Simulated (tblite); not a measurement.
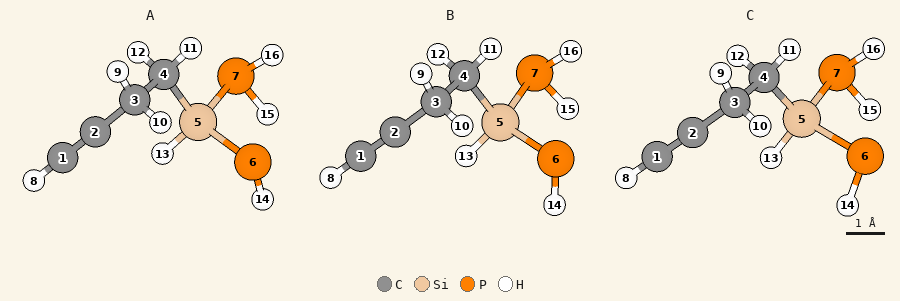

3 geometries from one relaxation of C₄H₉P₂Si (multiplicity 2), in shuffled order. A ball-and-stick model, seen at a tilt.

Level of theory: GFN2-xTB geometry optimisation, gas phase in tblite 0.8.0. 

Question: Order the frames from highest to lowest energy.

Answer: C, B, A. They are steps 0, 32, 83, at +0.204 eV, +0.016 eV relative to the last. Over 83 geometry steps the energy falls by 0.204 eV. H14 moves most after the best rigid fit: 0.58 Å. Largest moves by element: H 0.58 Å, P 0.45 Å, C 0.16 Å, Si 0.14 Å. Among the contacts that change: Si5–P7 2.217 → 2.275 Å, C4–Si5 1.864 → 1.907 Å, P7–H16 1.417 → 1.383 Å, P6–H14 1.425 → 1.391 Å. Bond angles that change, for instance: P6–Si5–H13 108.5° → 116.2°, P6–Si5–P7 105.7° → 112.5°, C3–C4–Si5 117.7° → 111.9°. Groups turn about Si5–P6 by about 45°. The run took 0.7 s on 1 thread of Arm Neoverse V1, with other jobs on the host.
